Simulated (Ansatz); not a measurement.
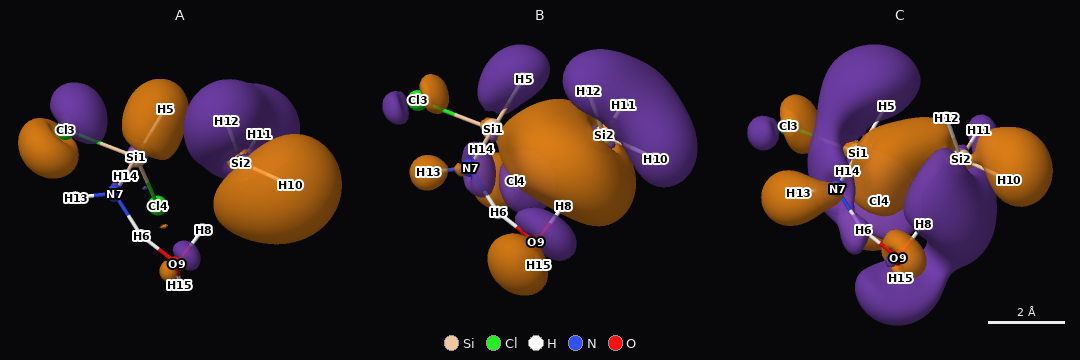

Figure. Cl2H6NOSi···H3Si. Three frontier orbitals at ±0.06 Å⁻³ᐟ² (orange and purple are the two phases), in no order.

A transition-state structure; geometry: PBE0-D4/def2-TZVP.

Theory: RKS PBE0-D4/def2-TZVPP in Ansatz 0.2.0.

```json
{"atom": "Si", "x (Å)": "-1.3582", "y (Å)": "0.4132", "z (Å)": "-0.3452"}
{"atom": "Si", "x (Å)": "0.6822", "y (Å)": "-1.8050", "z (Å)": "-0.4147"}
{"atom": "Cl", "x (Å)": "-2.8399", "y (Å)": "1.7713", "z (Å)": "-0.9095"}
{"atom": "Cl", "x (Å)": "-1.9305", "y (Å)": "-0.0856", "z (Å)": "1.5531"}
{"atom": "H", "x (Å)": "-1.4527", "y (Å)": "-0.5973", "z (Å)": "-1.4052"}
{"atom": "H", "x (Å)": "0.7398", "y (Å)": "1.2049", "z (Å)": "0.7471"}
{"atom": "N", "x (Å)": "0.0471", "y (Å)": "1.5363", "z (Å)": "-0.2982"}
{"atom": "H", "x (Å)": "1.0749", "y (Å)": "-0.3620", "z (Å)": "0.9305"}
{"atom": "O", "x (Å)": "1.3819", "y (Å)": "0.5429", "z (Å)": "1.5095"}
{"atom": "H", "x (Å)": "1.8406", "y (Å)": "-2.6801", "z (Å)": "-0.0201"}
{"atom": "H", "x (Å)": "-0.5002", "y (Å)": "-2.7276", "z (Å)": "-0.4135"}
{"atom": "H", "x (Å)": "0.9249", "y (Å)": "-1.5373", "z (Å)": "-1.8787"}
{"atom": "H", "x (Å)": "-0.2445", "y (Å)": "2.5088", "z (Å)": "-0.3574"}
{"atom": "H", "x (Å)": "0.6827", "y (Å)": "1.3382", "z (Å)": "-1.0681"}
{"atom": "H", "x (Å)": "0.9519", "y (Å)": "0.4793", "z (Å)": "2.3705"}
```

Order the three orbitals by energy and name them.

Answer. A is the HOMO−1 (−8.47 eV). By Hirshfeld shares it lies mainly on Si2 (about 35 %), H10 (about 30 %), H11 (about 10 %) and H12 (about 5 %). B is the HOMO (−5.87 eV). By Hirshfeld shares it lies mainly on Si2 (about 45 %), O9 (about 10 %), H8 (about 10 %) and Si1 (about 10 %). C is the LUMO (−0.50 eV). By Hirshfeld shares it lies mainly on Si1 (about 30 %), Si2 (about 20 %), Cl4 (about 10 %) and H5 (about 10 %).

What is the HOMO–LUMO gap?

Answer. 5.37 eV between the orbital energies.
